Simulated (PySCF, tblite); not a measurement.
**C4H7N3: dynamics, then NMR shifts on frames**

How do NMR shifts of C4H7N3 (`Cn1cc(N)cn1`) change as the atoms move?

The runs use tblite 0.8.0 and PySCF 2.14.0, with density-fitted response routines of our own; the level of theory stands in each step. All values are computed, except where a source is named. Atoms are numbered from 0 throughout.

**1. The starting structure**

14 atoms, charge 0, multiplicity 1; geometry from: GFN2-xTB.

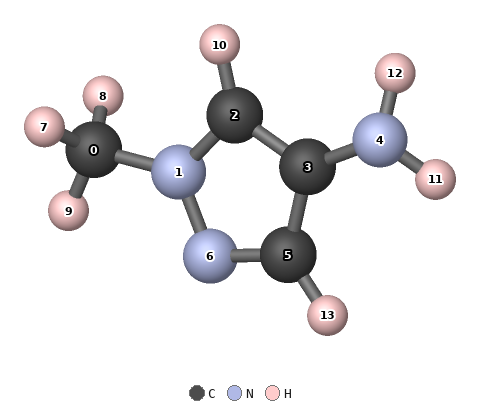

As it starts; carbon dark grey, nitrogen light blue, hydrogen pink, atoms numbered.

**2. Dynamics with GFN2-xTB**

The job: settings as JSON, then the geometry in Å.

```
{"job": {"kind": "md", "xc": "GFN2-xTB", "basis": "xTB", "temperature": 200, "steps": 2000, "every": 50, "frames": 5}, "charge": 0, "multiplicity": 1}
C      2.349274     0.021463     0.100904
N      0.938882    -0.157729    -0.076023
C     -0.051620     0.663981     0.349603
C     -1.243726     0.095868    -0.056880
N     -2.530817     0.610418     0.072825
C     -0.853842    -1.079550    -0.724132
N      0.461471    -1.209242    -0.722337
H      2.694082     0.920903    -0.414881
H      2.597440     0.105340     1.161281
H      2.848666    -0.848399    -0.320560
H      0.152142     1.565255     0.891207
H     -3.247705    -0.100277     0.046365
H     -2.641704     1.228969     0.863705
H     -1.473221    -1.817471    -1.193243
```

With the program's defaults for keys left out, this is: GFN2-xTB Langevin dynamics, gas phase.

Run with:

```sh
OMP_NUM_THREADS=1 python probes_run.py task.json out
```

This one command runs all jobs of the session in turn.

Log:

```text
t/fs     T/K      E/eV
    0.0   154.9   -568.25685
   25.0    75.2   -567.99908
   50.0   120.8   -568.04934
   75.0   124.2   -568.05371
  100.0    97.8   -567.95796
  125.0   218.4   -568.03188
  150.0   225.6   -567.88483
  175.0   159.3   -567.77857
  200.0   189.9   -567.92431
  225.0   183.3   -567.95571
  250.0   129.9   -567.99602
  275.0   173.0   -568.01008
  300.0   177.6   -567.98641
  325.0   170.3   -567.97809
  350.0   173.7   -567.96598
  375.0   224.4   -568.04899
  400.0   199.9   -568.08225
  425.0   160.1   -568.04375
  450.0   229.4   -568.01320
  475.0   147.8   -567.86817
  500.0   142.4   -567.91572
  525.0   183.8   -568.03578
  550.0   202.6   -568.06714
  575.0   191.1   -567.95487
  600.0   210.6   -567.92229
  625.0   184.6   -567.90294
  650.0   179.3   -567.93018
  675.0   142.3   -567.95925
  700.0   186.8   -567.95408
  725.0   129.8   -567.79166
  750.0   214.7   -567.90000
  775.0   150.7   -567.82459
  800.0   242.4   -567.97860
  825.0   181.6   -568.01640
  850.0   173.5   -567.91232
  875.0   191.2   -567.89064
  900.0   199.3   -567.80922
  925.0   216.4   -567.93923
  950.0   180.0   -567.98871
  975.0   150.2   -568.05921
 1000.0   136.7   -568.02619
```

It took 7 s on 1 thread of Arm Neoverse V2, shared host; peak memory 0.18 GiB.

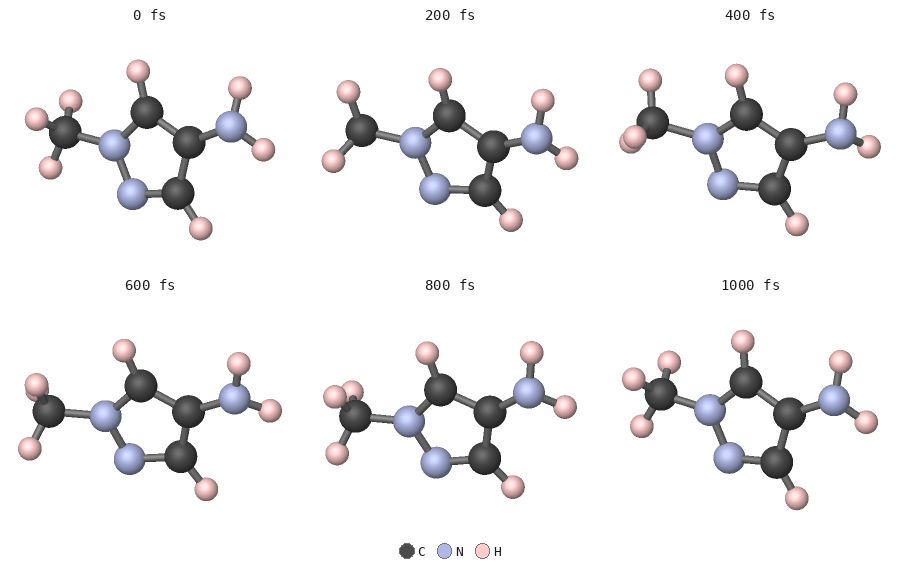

Frames of the run.

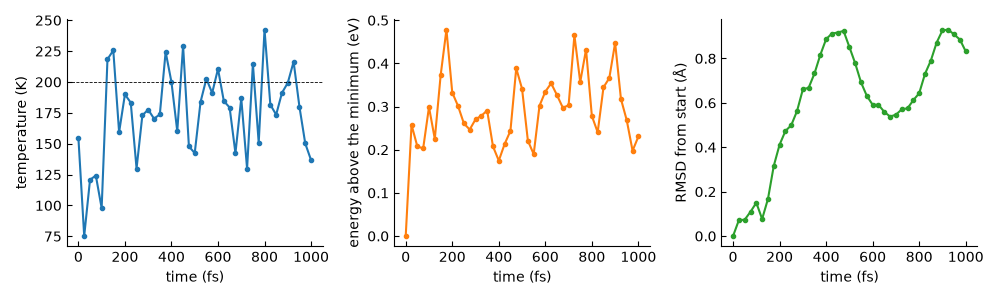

Temperature, potential energy and distance from the start.

Positions (Å) and forces (eV/Å) at 1000 fs:

```xyz
14

C     2.655   -0.028    0.517    0.994    0.425    1.552
N     1.304   -0.341    0.372   -2.008   -0.786   -0.602
C     0.217    0.381    0.724   -0.318    0.385    0.250
C    -0.919   -0.357    0.433    0.775   -0.152   -0.046
N    -2.212    0.027    0.631   -1.404   -0.623   -0.306
C    -0.439   -1.541   -0.138    1.975    0.119    0.611
N     0.908   -1.518   -0.104   -0.296   -0.108   -0.606
H     2.849    0.043    1.619    0.281    0.095   -0.669
H     3.266   -0.808    0.111    0.185   -0.631   -0.192
H     2.976    0.895    0.044   -0.296    0.314   -0.083
H     0.229    1.331    1.214    0.321    0.152   -0.062
H    -2.849   -0.773    0.734    0.304    0.756    0.048
H    -2.361    0.789    1.266   -0.047    0.005    0.199
H    -0.864   -2.467   -0.448   -0.466    0.048   -0.094
```

**3. Shielding tensors: 250 fs, PBE0/pcSseg-1**

The job: settings as JSON, then the geometry in Å.

```
{"job": {"kind": "nmr", "xc": "PBE0", "basis": "pcSseg-1", "pop": false}, "charge": 0, "multiplicity": 1}
C      2.326800     0.116400    -0.027600
N      0.948900    -0.296500    -0.062100
C     -0.162700     0.458100     0.209400
C     -1.214200    -0.406400     0.004700
N     -2.557500    -0.146700     0.094600
C     -0.670600    -1.602500    -0.418600
N      0.635600    -1.506600    -0.454300
H      2.847900    -0.231000    -0.911700
H      2.427400     1.174800     0.070100
H      2.845900    -0.325100     0.785100
H     -0.169400     1.537200     0.534000
H     -3.175100    -0.870700     0.501100
H     -2.741200     0.750600     0.488300
H     -1.185900    -2.538600    -0.545100
```

Method: GIAO PBE0/pcSseg-1 NMR shielding, non-relativistic, gas phase.

Log:

```text
coarse grid: 11872 points
cycle   1  E = -320.3584124567  dE =  1.456e+00  |g| = 4.737e-01  |ddm| = 3.529e+00
cycle   2  E = -320.3062942933  dE =  5.212e-02  |g| = 7.027e-01  |ddm| = 1.059e+00
cycle   3  E = -320.4091443949  dE = -1.029e-01  |g| = 1.279e-01  |ddm| = 6.365e-01
cycle   4  E = -320.4127825948  dE = -3.638e-03  |g| = 3.887e-02  |ddm| = 1.432e-01
cycle   5  E = -320.4131312939  dE = -3.487e-04  |g| = 7.834e-03  |ddm| = 4.086e-02
cycle   6  E = -320.4131422298  dE = -1.094e-05  |g| = 3.343e-03  |ddm| = 8.519e-03
cycle   7  E = -320.4131447786  dE = -2.549e-06  |g| = 3.858e-04  |ddm| = 2.986e-03
final grid: 115416 points
cycle   8  E = -320.4478180681  dE = -3.277e-05  |g| = 7.465e-03  |ddm| = 3.086e-02
cycle   9  E = -320.4478156952  dE =  2.373e-06  |g| = 8.312e-03  |ddm| = 1.418e-02
cycle  10  E = -320.4478309714  dE = -1.528e-05  |g| = 1.643e-03  |ddm| = 7.485e-03
cycle  11  E = -320.4478315714  dE = -6.000e-07  |g| = 2.667e-04  |ddm| = 1.452e-03
cycle  12  E = -320.4478315837  dE = -1.228e-08  |g| = 1.206e-04  |ddm| = 2.979e-04
cycle  13  E = -320.4478315868  dE = -3.116e-09  |g| = 2.207e-05  |ddm| = 1.069e-04
cycle  14  E = -320.4478315869  dE = -1.023e-10  |g| = 7.747e-06  |ddm| = 2.495e-05
converged SCF energy = -320.4478315869

GIAO shielding tensors (ppm)
atom      isotropic    diamagn.    paramagn.     s11        s22        s33       span
  0 C      150.629     241.904     -91.275    126.667    131.562    193.657     66.989
  1 N       58.721     331.208    -272.487    -56.314    101.437    131.041    187.356
  2 C       69.306     253.370    -184.064      8.222     79.605    120.089    111.867
  3 C       50.157     257.145    -206.988     -7.899     25.648    132.722    140.621
  4 N      221.152     315.716     -94.564    183.768    218.747    260.941     77.173
  5 C       58.243     250.874    -192.630    -20.761     67.381    128.110    148.871
  6 N      -79.498     323.016    -402.514   -317.182    -87.413    166.102    483.284
  7 H       27.994      28.146      -0.152     23.583     26.225     34.174     10.591
  8 H       28.945      29.634      -0.689     24.299     27.988     34.549     10.250
  9 H       28.707      28.898      -0.191     24.990     26.084     35.048     10.058
 10 H       23.914      31.786      -7.871     21.397     24.013     26.333      4.935
 11 H       28.539      29.381      -0.842     21.475     26.790     37.352     15.877
 12 H       29.556      32.589      -3.033     21.334     29.138     38.196     16.862
 13 H       24.540      30.739      -6.199     22.321     24.280     27.019      4.698
```

Wall time 11 s (1 thread of Arm Neoverse V2, shared host); peak memory 0.84 GiB.

The references, computed at this level on geometries of the same kind, shield at (ppm): 1H TMS 31.72, 13C TMS 186.9, 15N NH3 267.7. Their shielding less the atom's gives the shift. The references are single molecules in the gas phase, so shifts against H2O, NH3, PH3, H3PO4 or CFCl3 are not on the usual liquid scales and can be off by tens of ppm. Each atom is listed at this fixed geometry, with no averaging over motion; a spectrum would average atoms that exchange fast.

```
atoms                                         environment  σ (ppm)  δ (ppm)
   C3                    aromatic carbon bearing nitrogen     50.2    136.8
   C5                 aromatic CH next to a ring nitrogen     58.2    128.7
   C2                 aromatic CH next to a ring nitrogen     69.3    117.6
   C0                           methyl carbon bonded to N    150.6     36.3
  H10  hydrogen on an aromatic CH next to a ring nitrogen    23.91     7.80
  H13  hydrogen on an aromatic CH next to a ring nitrogen    24.54     7.18
   H7             hydrogen on a methyl carbon bonded to N    27.99     3.72
  H11                hydrogen on an aniline-type nitrogen    28.54     3.18
   H9             hydrogen on a methyl carbon bonded to N    28.71     3.01
   H8             hydrogen on a methyl carbon bonded to N    28.95     2.77
  H12                hydrogen on an aniline-type nitrogen    29.56     2.16
   N6                  pyridine-type nitrogen of an azole    -79.5    347.2
   N1                          pyrrole-type ring nitrogen     58.7    209.0
   N4                               aniline-type nitrogen    221.2     46.6
```

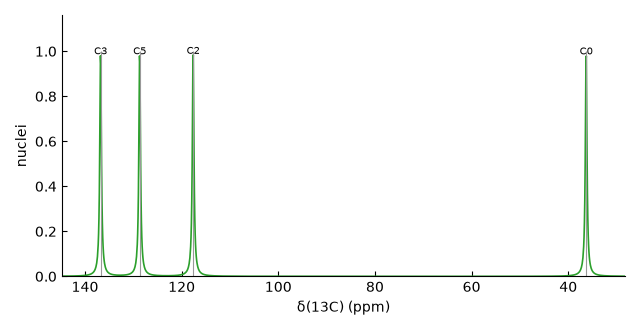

13C lines at the computed shifts, without couplings. Lines are broadened to a width of 0.40 ppm (Lorentzian).

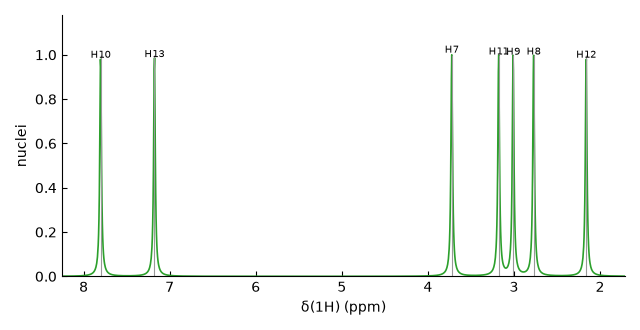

1H lines at the computed shifts, without couplings. Lines are broadened to a width of 0.02 ppm (Lorentzian).

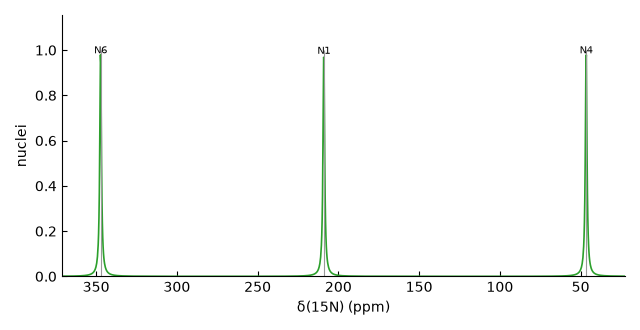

15N lines at the computed shifts, without couplings. Lines are broadened to a width of 1 ppm (Lorentzian).

Ring of atoms N1, C2, C3, C5, N6: NICS(0) -13.1, NICS(1) -10.9, NICS(1)zz -27.5 ppm (means of both faces).

**4. NMR shieldings: 425 fs, PBE0/pcSseg-1**

The job: settings as JSON, then the geometry in Å.

```
{"job": {"kind": "nmr", "xc": "PBE0", "basis": "pcSseg-1", "pop": false}, "charge": 0, "multiplicity": 1}
C      2.287100     0.363100    -0.434000
N      1.069900    -0.343800    -0.052800
C     -0.054700     0.317800     0.277300
C     -1.062100    -0.601500     0.217300
N     -2.398200    -0.431800     0.487700
C     -0.440500    -1.821600    -0.149000
N      0.869500    -1.619300    -0.349900
H      3.142800    -0.262800    -0.260700
H      2.248300     0.525100    -1.499500
H      2.419000     1.280700     0.082800
H     -0.001400     1.331400     0.467600
H     -2.883700    -1.275900     0.739400
H     -2.631100     0.290900     1.140900
H     -0.906700    -2.789000    -0.254600
```

Method: GIAO PBE0/pcSseg-1 NMR shielding, non-relativistic, gas phase.

Log:

```text
coarse grid: 11872 points
cycle   1  E = -320.3666857588  dE =  1.409e+00  |g| = 4.435e-01  |ddm| = 3.528e+00
cycle   2  E = -320.3375365928  dE =  2.915e-02  |g| = 6.042e-01  |ddm| = 8.961e-01
cycle   3  E = -320.4097594980  dE = -7.222e-02  |g| = 1.277e-01  |ddm| = 5.156e-01
cycle   4  E = -320.4132419081  dE = -3.482e-03  |g| = 4.092e-02  |ddm| = 1.404e-01
cycle   5  E = -320.4136210015  dE = -3.791e-04  |g| = 9.513e-03  |ddm| = 4.133e-02
cycle   6  E = -320.4136392026  dE = -1.820e-05  |g| = 3.277e-03  |ddm| = 1.005e-02
cycle   7  E = -320.4136416813  dE = -2.479e-06  |g| = 4.822e-04  |ddm| = 3.064e-03
final grid: 115416 points
cycle   8  E = -320.4493716824  dE = -3.610e-05  |g| = 7.693e-03  |ddm| = 3.481e-02
cycle   9  E = -320.4493702126  dE =  1.470e-06  |g| = 8.295e-03  |ddm| = 1.389e-02
cycle  10  E = -320.4493853173  dE = -1.510e-05  |g| = 1.588e-03  |ddm| = 7.024e-03
cycle  11  E = -320.4493858709  dE = -5.535e-07  |g| = 2.937e-04  |ddm| = 1.365e-03
cycle  12  E = -320.4493858857  dE = -1.487e-08  |g| = 1.347e-04  |ddm| = 3.283e-04
cycle  13  E = -320.4493858897  dE = -4.013e-09  |g| = 1.981e-05  |ddm| = 1.244e-04
cycle  14  E = -320.4493858898  dE = -9.049e-11  |g| = 4.406e-06  |ddm| = 2.212e-05
converged SCF energy = -320.4493858898

GIAO shielding tensors (ppm)
atom      isotropic    diamagn.    paramagn.     s11        s22        s33       span
  0 C      148.349     243.251     -94.902    121.908    131.533    191.606     69.698
  1 N       52.134     331.963    -279.829    -71.034     96.974    130.461    201.495
  2 C       72.807     252.801    -179.993      8.803     76.177    133.442    124.639
  3 C       49.818     255.194    -205.376     -4.852     22.297    132.011    136.863
  4 N      220.858     314.809     -93.952    196.683    203.856    262.034     65.351
  5 C       51.127     251.585    -200.458    -27.143     60.892    119.632    146.775
  6 N      -83.553     322.472    -406.025   -318.128    -98.845    166.313    484.441
  7 H       28.236      28.222       0.014     24.058     26.758     33.891      9.833
  8 H       28.457      29.077      -0.620     24.557     25.631     35.184     10.627
  9 H       28.944      29.999      -1.055     24.506     27.989     34.337      9.831
 10 H       25.698      35.618      -9.920     23.141     24.581     29.371      6.229
 11 H       29.291      30.554      -1.263     21.727     28.143     38.003     16.276
 12 H       29.498      32.072      -2.574     21.607     28.307     38.579     16.972
 13 H       24.242      30.609      -6.367     22.320     23.923     26.482      4.162
```

It took 11 s on 1 thread of Arm Neoverse V2, shared host; peak memory 0.74 GiB.

This run: δ C3 137.1, C5 135.8, C2 114.1, C0 38.6, H13 7.48, H10 6.02 ppm.

(Part 1 of 2 ends here.)
